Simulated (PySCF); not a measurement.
# C3H2ClPS: the cost of one run

Programs: PySCF 2.14.0, with routines of our own; each step states its level. All values are computed. Atoms count from 0.

### 1 The starting structure

8 atoms, charge 0, multiplicity 1; geometry from: GFN2-xTB.

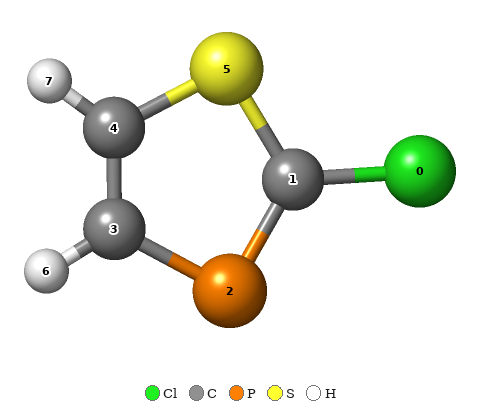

The starting geometry (chlorine green, carbon grey, phosphorus orange, sulfur yellow, hydrogen white).

### 2 Geometry optimisation at PBE0-D3(BJ)/def2-SVP

The job: settings as JSON, then the geometry in Å.

```
{"job": {"xc": "PBE0", "basis": "def2-SVP", "d3": "d3bj", "grid": 1, "kind": "geom"}, "charge": 0, "multiplicity": 1}
Cl     3.153358     0.017986    -0.020761
C      1.438589    -0.055421    -0.001592
P      0.554841    -1.510320     0.224721
C     -0.989511    -0.660065     0.102673
C     -0.968882     0.675174    -0.101302
S      0.568878     1.426942    -0.223765
H     -1.919346    -1.198931     0.189419
H     -1.828870     1.314047    -0.193959
```

The run is started by

```bash
> OMP_NUM_THREADS=1 python excited_run.py task.json out
```

This one command runs all jobs of the session in turn.

Q: Estimate the wall time and peak memory of this first job on 1 thread of Arm Neoverse V2, shared host.

About 10 s, with a peak of 0.52 GiB.
